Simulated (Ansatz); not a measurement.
# [GeH3]− (SMILES [GeH3-]): BHLYP/STO-3G

What is the vertical singlet–triplet gap of [GeH3]− at BHLYP/STO-3G? 

The results are computed with Ansatz 0.2.0.

3 further runs of the same task are left out: 2 that didn't finish, 1 set aside as unsound or not needed.

**1. The molecule**

[GeH3]−: 4 atoms, total charge -1, spin state singlet. As SMILES, `[GeH3-]`. The shape comes from GFN2-xTB, which is rough for such elements, and wasn't checked as a minimum.

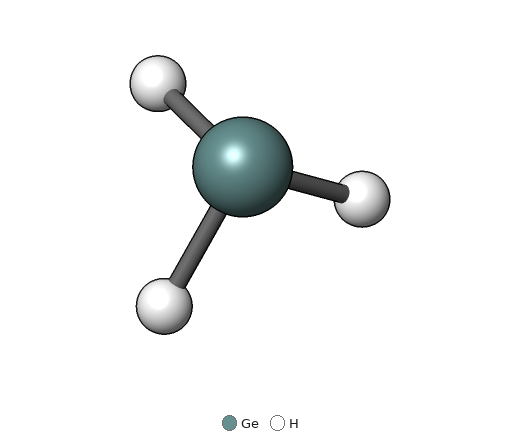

Viewed from a chosen angle; germanium teal, hydrogen white.

**2. The energy at BHLYP/STO-3G**

The input, in.yaml:

```yaml
crystal:
  periodic: [false, false, false]
  atoms:
    - {symbol: Ge, position_ang: [0.468920, -0.274960, -0.542070]}
    - {symbol: H, position_ang: [0.935040, 0.154290, 1.089240]}
    - {symbol: H, position_ang: [-0.940860, -1.090590, 0.102250]}
    - {symbol: H, position_ang: [-0.463100, 1.211260, -0.649430]}
basis:
  gaussian:
    orbitals: STO-3G
total_charge: -1
hamiltonian:
  xc: {name: BHLYP}
accuracy: high
```

The run is started by

```bash
$ ansatz run in.yaml --threads 1 --pin off --max-ram 2610MiB --events-out events.jsonl --progress --plain --runs-dir runs
```

Standard output:

```text
Warning: RAYON_NUM_THREADS=1 ignored (pool sized by the plan → 1); use --threads N
Functional definition: BHLYP
  name "BHLYP"
  parameter a = 0.5
  exchange = (1 - a)*b88_x + a*exact_x
  correlation = lyp_c
256 factors; integrals over basis functions are off by at most 1.2e-8 eV
mean field evaluation 1: about -55910.5668 eV, gradient 6.6e0 eV
mean field evaluation 2: about -55910.7398 eV, gradient 3.2e0 eV
mean field evaluation 4: about -55910.7925 eV, gradient 2.9e-1 eV
mean field evaluation 8: about -55910.7706 eV, gradient 9.2e-4 eV
mean field evaluation 16: about -55910.7706 eV, gradient 9.6e-8 eV
mean field -55910.77062931 eV, -2054.6829229456 hartree, gradient 9.6e-8 eV, S^2 0.000000; 0 other end points of the search recorded, 0 dependent functions left out
reference -55910.77064660 eV, -2054.6829235812 hartree; 18, 18 occupied and 3, 3 virtual orbitals, 256 factors
Total energy: -55910.77064660 eV, -2054.6829235812 hartree
```

Wall time 0.48 s (1 thread of Intel Xeon Platinum 8559C (Emerald Rapids), shared host).

**3. The triplet**

The input, input.yaml:

```yaml
crystal:
  periodic: [false, false, false]
  atoms:
    - {symbol: Ge, position_ang: [0.468920, -0.274960, -0.542070]}
    - {symbol: H, position_ang: [0.935040, 0.154290, 1.089240]}
    - {symbol: H, position_ang: [-0.940860, -1.090590, 0.102250]}
    - {symbol: H, position_ang: [-0.463100, 1.211260, -0.649430]}
basis:
  gaussian: {orbitals: STO-3G}
total_charge: -1
magnetization: {spin_polarized: true, initial_magnetization: 2}
hamiltonian: {xc: {name: BHLYP}}
accuracy: high
```

The run is started by

```bash
$ ansatz run input.yaml --threads 1 --pin off --max-ram 2610MiB --events-out events.jsonl --progress --plain --runs-dir runs
```

Standard output:

```text
Warning: RAYON_NUM_THREADS=1 ignored (pool sized by the plan → 1); use --threads N
Functional definition: BHLYP
  name "BHLYP"
  parameter a = 0.5
  exchange = (1 - a)*b88_x + a*exact_x
  correlation = lyp_c
256 factors; integrals over basis functions are off by at most 1.2e-8 eV
mean field evaluation 1: about -55898.9296 eV, gradient 2.0e1 eV
mean field evaluation 2: about -55900.1121 eV, gradient 1.6e1 eV
mean field evaluation 4: about -55903.1790 eV, gradient 1.9e0 eV
mean field evaluation 8: about -55903.7862 eV, gradient 3.4e-1 eV
mean field evaluation 16: about -55903.8221 eV, gradient 5.1e-2 eV
mean field evaluation 32: about -55903.8229 eV, gradient 2.1e-4 eV
mean field evaluation 64: about -55902.6234 eV, gradient 8.3e0 eV
mean field -55903.82290469 eV, -2054.4275987751 hartree, gradient 9.8e-8 eV, S^2 2.008751; 6 other end points of the search recorded, 0 dependent functions left out
reference -55903.82292214 eV, -2054.4275994167 hartree; 19, 17 occupied and 2, 4 virtual orbitals, 256 factors
Total energy: -55903.82292214 eV, -2054.4275994167 hartree
```

It took 1.8 s on 1 thread of Intel Xeon Platinum 8559C (Emerald Rapids), shared host; peak memory 0.13 GiB.

**4. Results**

At BHLYP/STO-3G:

| quantity | value |
| --- | --- |
| singlet: total energy | -2054.68292 Eh |
| triplet: total energy | -2054.42760 Eh |
| triplet: ⟨S²⟩ | 2.009 |
| vertical energy of the triplet above the singlet | 6.948 eV |

At this shape the triplet lies 6.95 eV (670 kJ/mol) above the singlet. For an anion a state so high probably lies above electron detachment. In a minimal basis such a difference can be off by several eV, whatever the method.
